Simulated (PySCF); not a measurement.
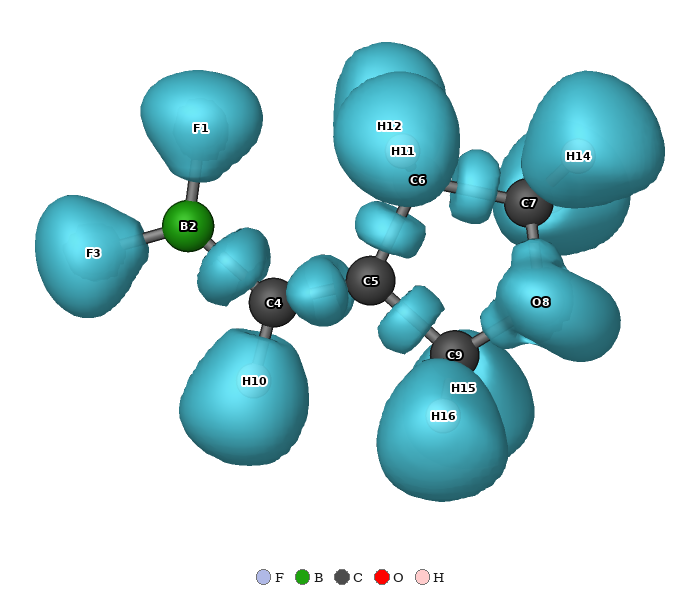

The picture shows: C₅H₇BF₂O (SMILES FB(F)/C=C1\CCOC1). Isosurface of the ELF at 0.75 (cyan), seen across its widest extent. Core shells and regions of very low density are left out.

Geometry: GFN2-xTB.

Method: PBE0/pcSseg-1, SCF density, gas phase, non-relativistic in PySCF 2.14.0.

Input

```
{"job": {"kind": "nmr", "xc": "PBE0", "basis": "pcSseg-1"}, "charge": 0, "multiplicity": 1}
F      2.473512     1.640172     0.037378
B      2.628245     0.339308    -0.160917
F      3.891633    -0.028334    -0.290594
C      1.467630    -0.665762    -0.235816
C      0.168722    -0.359555    -0.129148
C     -0.445204     0.993026     0.066263
C     -1.905021     0.647553     0.386669
O     -2.156928    -0.585071    -0.257696
C     -0.970099    -1.341477    -0.182922
H      1.721105    -1.706794    -0.390520
H     -0.370832     1.561097    -0.863343
H      0.042295     1.567264     0.850390
H     -2.040416     0.539506     1.473446
H     -2.624874     1.371958     0.006484
H     -0.959716    -1.960704     0.729688
H     -0.927651    -2.003245    -1.050772
```

Run with:

```sh
OMP_NUM_THREADS=1 python probes_run.py task.json out
```

Identify the bonds, lone pairs and shells in this picture.

Answer. At this value the surface marks out one region between bonded B–C atoms (shared pairs), four regions between bonded C–C atoms (shared pairs), seven regions around hydrogen nuclei, two regions on F in which the atom's valence shell and bonds are merged and one region on O in which the atom's valence shell and bonds are merged.

Values along the shortest contacts:
B–F (1.32 Å): the ELF peaks at about 0.85 between the atoms, as expected for a polar covalent bond. C–C (1.34 Å): the ELF peaks at about 0.95 between the atoms; a short, multiple covalent bond.
